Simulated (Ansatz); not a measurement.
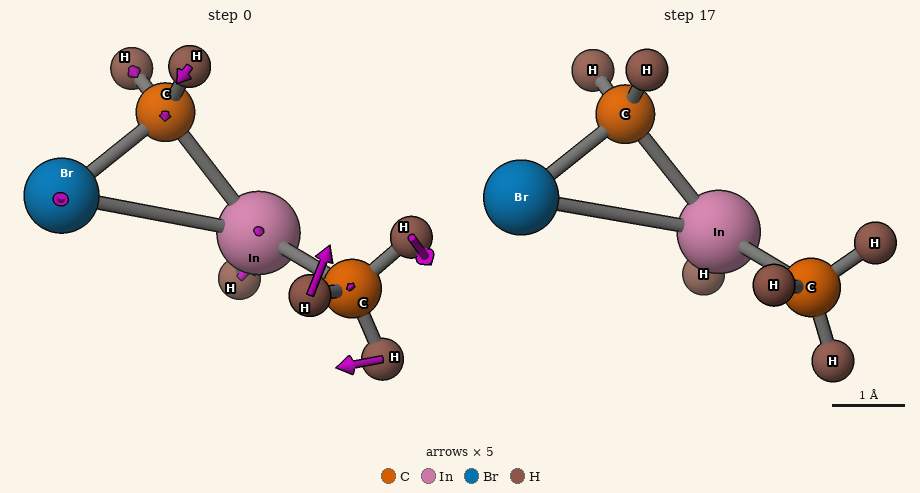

The structure of C2H6BrIn before (left) and after (right) a relaxation, at one scale. The purple arrows give the displacements, 5 times their true length.

The picture is a ball-and-stick view, seen from a free direction.

The start comes from PBE-D4/def2-SVP.

The calculation used RKS PBE0-D4/def2-TZVP in Ansatz 0.2.0.

The input:
```yaml
crystal:
  periodic: [false, false, false]
  atoms:
    - {symbol: C, position_ang: [-1.820871, 0.484954, 0.041485]}
    - {symbol: In, position_ang: [-0.144616, -0.899940, 0.134190]}
    - {symbol: C, position_ang: [1.850238, 0.042085, 0.248737]}
    - {symbol: Br, position_ang: [2.042596, 0.263040, -1.727605]}
    - {symbol: H, position_ang: [-2.752991, -0.021148, -0.271876]}
    - {symbol: H, position_ang: [-1.975009, 0.946981, 1.037155]}
    - {symbol: H, position_ang: [-1.575805, 1.288572, -0.680532]}
    - {symbol: H, position_ang: [-0.163598, -2.635258, -0.030039]}
    - {symbol: H, position_ang: [2.704881, -0.578314, 0.572898]}
    - {symbol: H, position_ang: [1.918376, 1.057829, 0.678587]}
basis:
  gaussian: {orbitals: def2-TZVP}
hamiltonian: {xc: pbe0, dispersion: d4}
relax: {f_tol: 0.005, max_steps: 150}
```

Command:
```bash
ansatz run in.yaml --threads 4 --pin off --events-out ev --progress --plain --max-ram 10444MiB
```

Describe what moved and what it gained.

Answer. The largest move after the best rigid fit is that of H7, 0.16 Å. By element the largest moves are H 0.16 Å, Br 0.05 Å, C 0.03 Å, In 0.03 Å. Near-neighbour distances that change, for instance: In2–C3 2.209 → 2.177 Å, C1–In2 2.176 → 2.146 Å, In2–Br4 3.099 → 3.071 Å, In2–H8 1.743 → 1.721 Å. After 15 accepted moves (17 points after the start) the energy has fallen by 1.03 kcal/mol. Largest force component: 0.53 eV/Å at the start, 0.00082 eV/Å at the end. The line search rejected the trial steps at points 12, 14 of the run. The forces were under the threshold at step 6, but the run went on from there.
